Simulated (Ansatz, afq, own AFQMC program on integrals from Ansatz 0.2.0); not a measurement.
# AlP (triplet): quantum Monte Carlo beside coupled cluster at distance Al1–P2 = 2.641 Å, 6-31G, part 2 of 2

Ansatz 0.2.0, Gaussian basis, and an in-house AFQMC program (afq) on its integrals; all values are calculated; 6-31G, frozen cores. Earlier steps stand in the parts before.

## (14) Phaseless AFQMC, CISD trial on UHF

It reads the integrals that the CCSD(T) run on this determinant wrote.

Run with:

```console
$ afq ham --method phaseless --trial cisd --walkers 4000 --populations 20 --least-time 60 --time-step 0.005 --steps-per-block 50 --equilibration-blocks 28 --max-blocks 4000 --target-error 0.00017 --factor-cut 1e-05 --start spin_pure --seed 1917 --release-times 0.24,0.51,0.99,1.62,2.4 --release-step 0.03 --release-every 3 --taylor-order 6
```

Standard output:

```text
orbitals 16  electrons 5 3  factors 85 of 278
reference energy -582.56282228 Eh
CCSD correlation -0.07015814 Eh in 12 cycles, weight of the determinant in the CISD state 0.9020
energy of the start -582.632646 Eh
 block  time / (1/Eh)  mean weight  energy / Eh
     1     0.250  1.0000  -582.632341
     2     0.500  1.0000  -582.632387
     3     0.750  0.9999  -582.632555
     4     1.000  1.0000  -582.632765
     5     1.250  1.0000  -582.632925
     6     1.500  1.0000  -582.633227
     7     1.750  1.0000  -582.633472
     8     2.000  1.0000  -582.633601
     9     2.250  0.9999  -582.633768
    10     2.500  0.9999  -582.633956
    11     2.750  1.0000  -582.633995
    12     3.000  0.9999  -582.634146
    13     3.250  1.0000  -582.634331
    14     3.500  1.0001  -582.634410
    15     3.750  1.0001  -582.634595
    16     4.000  1.0000  -582.634527
    17     4.250  1.0000  -582.634640
    18     4.500  1.0000  -582.634583
    19     4.750  1.0000  -582.634683
    20     5.000  1.0000  -582.634707
    21     5.250  0.9999  -582.634747
    22     5.500  0.9997  -582.634758
    23     5.750  1.0000  -582.634704
    24     6.000  1.0000  -582.634621
    25     6.250  1.0000  -582.634742
    26     6.500  0.9999  -582.634772
    27     6.750  1.0000  -582.634603
    28     7.000  1.0000  -582.634697
    29     7.250  1.0000  -582.634902
    30     7.500  1.0001  -582.634813
    31     7.750  1.0001  -582.634734
    32     8.000  1.0000  -582.635002
    33     8.250  1.0001  -582.634596
    34     8.500  0.9999  -582.634841
    35     8.750  1.0000  -582.634866
    36     9.000  1.0000  -582.635011
    37     9.250  0.9999  -582.635087
    38     9.500  0.9999  -582.635119
    39     9.750  1.0000  -582.635061
    40    10.000  0.9999  -582.634908
    41    10.250  1.0000  -582.634794
    42    10.500  0.9999  -582.634746
    43    10.750  1.0000  -582.634536
    44    11.000  1.0000  -582.634511
    45    11.250  0.9999  -582.634677
    46    11.500  0.9999  -582.634667
    47    11.750  1.0001  -582.634742
    48    12.000  1.0000  -582.634602
    49    12.250  1.0000  -582.634614
    50    12.500  0.9998  -582.634404
    51    12.750  1.0000  -582.634314
    52    13.000  1.0001  -582.634310
    53    13.250  1.0001  -582.634602
    54    13.500  1.0000  -582.634610
    55    13.750  0.9998  -582.634522
    56    14.000  1.0001  -582.634650
    57    14.250  0.9999  -582.634760
    58    14.500  0.9999  -582.634752
    59    14.750  1.0001  -582.634649
    60    15.000  1.0001  -582.634754
    61    15.250  1.0000  -582.634771
    62    15.500  1.0001  -582.634977
    63    15.750  1.0001  -582.634513
    64    16.000  1.0000  -582.634586
    65    16.250  1.0000  -582.634399
    66    16.500  1.0000  -582.634562
    67    16.750  1.0000  -582.634366
    68    17.000  1.0000  -582.634293
    69    17.250  1.0000  -582.634414
    70    17.500  0.9998  -582.634558
    71    17.750  1.0000  -582.634810
    72    18.000  1.0000  -582.634564
    73    18.250  1.0002  -582.634534
    74    18.500  1.0000  -582.634532
    75    18.750  1.0000  -582.634497
    76    19.000  0.9997  -582.632110
    77    19.250  1.0001  -582.634381
    78    19.500  1.0000  -582.634476
error from the spread of 20 populations
released: time / (1/Eh)  energy / Eh  error  mean overlap
  0.24  -582.634709  0.000064  1.0011
  0.51  -582.634769  0.000051  1.0015
  0.99  -582.634839  0.000041  1.0016
  1.62  -582.634912  0.000038  0.9989
  2.40  -582.634935  0.000041  0.9979
energy -582.634610 +/- 0.000079 Eh
```

Run time: 54 s. Hardware: 1 × NVIDIA H100 80GB HBM3 with 2 threads of AMD EPYC 7R13 (Zen 3), shared host.

Energy -15854.2954 ± 0.0022 eV. Caveats: constraint bias not in the error.

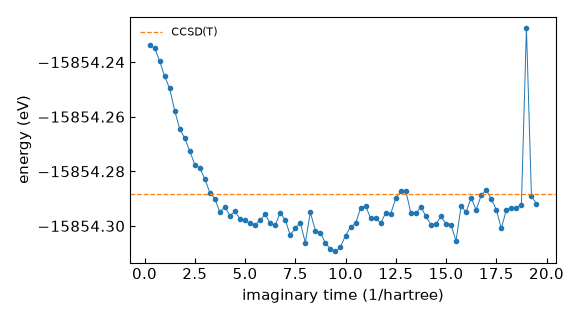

Block energies along the walk.

## (15) Phaseless AFQMC, single-determinant trial on UHF

It reads the integrals that the CCSD(T) run on this determinant wrote.

Run with:

```console
$ afq ham --method phaseless --trial hf --walkers 4000 --populations 20 --least-time 40 --time-step 0.005 --steps-per-block 20 --equilibration-blocks 112 --max-blocks 4000 --target-error 0.0008500000000000001 --factor-cut 1e-05 --start spin_pure --seed 9911 --taylor-order 6
```

Standard output:

```text
orbitals 16  electrons 5 3  factors 85 of 278
reference energy -582.56282228 Eh
CCSD correlation -0.07015814 Eh in 12 cycles, weight of the determinant in the CISD state 0.9020
energy of the start -582.563521 Eh
 block  time / (1/Eh)  mean weight  energy / Eh
     1     0.100  1.0001  -582.569748
     2     0.200  1.0001  -582.575493
     3     0.300  1.0003  -582.580512
     4     0.400  1.0002  -582.585172
     5     0.500  1.0002  -582.589017
     6     0.600  1.0002  -582.592742
     7     0.700  1.0001  -582.595567
     8     0.800  1.0002  -582.598350
     9     0.900  1.0001  -582.600400
    10     1.000  1.0001  -582.602518
    13     1.300  1.0002  -582.609910
    17     1.700  1.0001  -582.614163
    21     2.100  1.0000  -582.618709
    25     2.500  0.9999  -582.622881
    29     2.900  0.9999  -582.625081
    33     3.300  1.0000  -582.627479
    37     3.700  1.0000  -582.628232
    41     4.100  1.0000  -582.629549
    45     4.500  1.0001  -582.630167
    49     4.900  1.0001  -582.630398
    53     5.300  0.9999  -582.631601
    57     5.700  1.0000  -582.632240
    61     6.100  1.0001  -582.631785
    65     6.500  1.0000  -582.631892
    69     6.900  1.0000  -582.632337
    73     7.300  1.0001  -582.632515
    77     7.700  1.0002  -582.632840
    81     8.100  1.0002  -582.632621
    85     8.500  1.0000  -582.633013
    89     8.900  1.0001  -582.633285
    93     9.300  1.0001  -582.631922
    97     9.700  1.0000  -582.632076
   101    10.100  0.9998  -582.632894
   105    10.500  1.0000  -582.630888
   109    10.900  0.9999  -582.629905
   113    11.300  0.9999  -582.628337
   117    11.700  0.9999  -582.630847
   121    12.100  1.0001  -582.633402
   125    12.500  1.0000  -582.632475
   129    12.900  0.9999  -582.632465
   133    13.300  0.9999  -582.632232
   137    13.700  1.0001  -582.634216
   141    14.100  1.0000  -582.635277
   145    14.500  1.0000  -582.634084
   149    14.900  0.9999  -582.633844
   153    15.300  1.0002  -582.634024
   157    15.700  1.0000  -582.633734
   161    16.100  1.0000  -582.635310
   165    16.500  1.0001  -582.635398
   169    16.900  0.9999  -582.637173
   173    17.300  0.9999  -582.636592
   177    17.700  0.9999  -582.635104
   181    18.100  0.9998  -582.634942
   185    18.500  1.0000  -582.635819
   189    18.900  1.0000  -582.633078
error from the spread of 20 populations
energy -582.634153 +/- 0.000589 Eh
```

Wall time 29 s (1 × NVIDIA H100 80GB HBM3 with 2 threads of AMD EPYC 7R13 (Zen 3), shared host).

Energy -15854.2830 ± 0.0160 eV. Caveats: constraint bias not in the error.

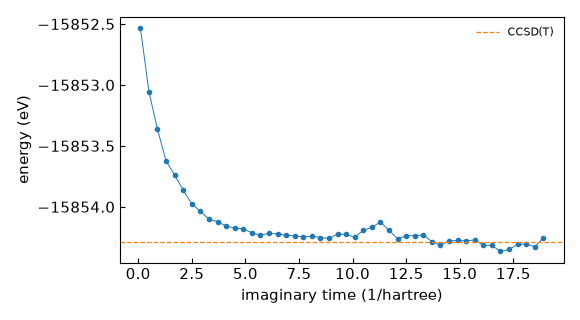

Block energies along the walk.

## (16) Free-projection AFQMC, CISD trial on UHF

It reads the integrals that the CCSD(T) run on this determinant wrote.

Run with:

```console
$ afq ham --method free --trial cisd --walkers 4000 --time-step 0.03 --max-blocks 4000 --target-error 0.00034 --factor-cut 1e-05 --seed 5524 --times 0,0.3,0.6,1.2,1.8,2.4,3.6,4.8,6 --taylor-order 8
```

Standard output:

```text
orbitals 16  electrons 5 3  factors 85 of 278
reference energy -582.56282228 Eh
CCSD correlation -0.07015814 Eh in 12 cycles, weight of the determinant in the CISD state 0.9020
repeat  energy at the last time / Eh  error
    10  -582.634920  0.000049
    20  -582.634938  0.000028
    30  -582.634966  0.000023
time / (1/Eh)  energy / Eh  error  mean overlap
  0.00  -582.632976  0.000008  1.1087
  0.30  -582.633577  0.000009  1.1077
  0.60  -582.633975  0.000012  1.1065
  1.20  -582.634405  0.000011  1.1070
  1.80  -582.634633  0.000016  1.1063
  2.40  -582.634767  0.000019  1.1054
  3.60  -582.634886  0.000019  1.1060
  4.80  -582.634932  0.000029  1.1105
  6.00  -582.634958  0.000024  1.1115
energy -582.634958 +/- 0.000024 Eh
```

It took 23 s on 1 × NVIDIA H100 80GB HBM3 with 2 threads of AMD EPYC 7R13 (Zen 3), shared host.

Energy -15854.3049 ± 0.0006 eV. Caveats: remainder of the start not in the error.

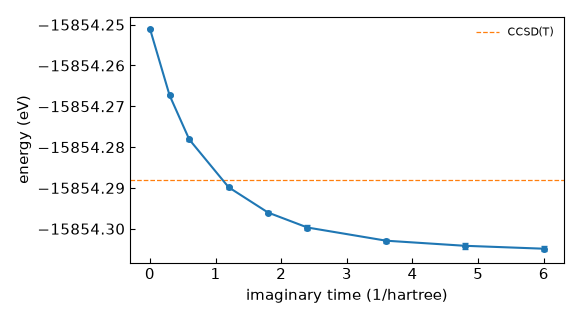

Energy against projection time, with error bars.

## (17) AFQMC on the ladder

The full CI on restricted orbitals is not used as the yardstick for these unrestricted rows.

On the UHF determinant, counted from CCSDTQ (a yardstick, not exact):

```csv
level,energy (eV),from CCSDTQ (kJ/mol),statistical error (kJ/mol),time
HF,-15852.3420,+189.5,,
MP2,-15853.6526,+63.1,,
CCSD,-15854.2511,+5.3,,
CCSD(T),-15854.2881,+1.7,,
CCSDT(Q),-15854.3060,0.0,,
CCSDTQ,-15854.3061,0.0,,
"Phaseless AFQMC, CISD trial, step 0.005, 4000 walkers",-15854.2954,+1.0,0.2,54 s
"Phaseless AFQMC, single-determinant trial, step 0.005, 4000 walkers",-15854.2830,+2.2,1.5,29 s
"Free-projection AFQMC, CISD trial, step 0.03, 4000 walkers",-15854.3049,+0.1,0.1,23 s
```

The functionals' totals stand on their own zeros and serve differences with other points: PBE -15873.924 eV; r2SCAN -15880.312 eV; PBE0 -15875.294 eV; B3LYP -15882.974 eV; wB97M-V -15880.994 eV; B2PLYP -15874.492 eV.

## (18) What came out

What follows sums up all 2 parts.

| quantity | value |
| --- | --- |
| CCSD(T) on UHF from CCSDTQ | +1.7 kJ/mol |
| Phaseless AFQMC, CISD trial on UHF from CCSDTQ | +1.0 ± 0.2 kJ/mol |
| Phaseless AFQMC, single-determinant trial on UHF from CCSDTQ | +2.2 ± 1.5 kJ/mol |
| Free-projection AFQMC, CISD trial on UHF from CCSDTQ | +0.1 ± 0.1 kJ/mol |

**Reading.** On UHF the phaseless walk with the CISD trial lies +1.0 kJ/mol from CCSDTQ, 5 times its error bar. Free projection has no constraint; at the last time it gives +0.1 ± 0.1 kJ/mol, and from a start that isn't spin pure other spins can mix in. Error bars are statistical and leave out the constraint, the time step and what remains of the start.
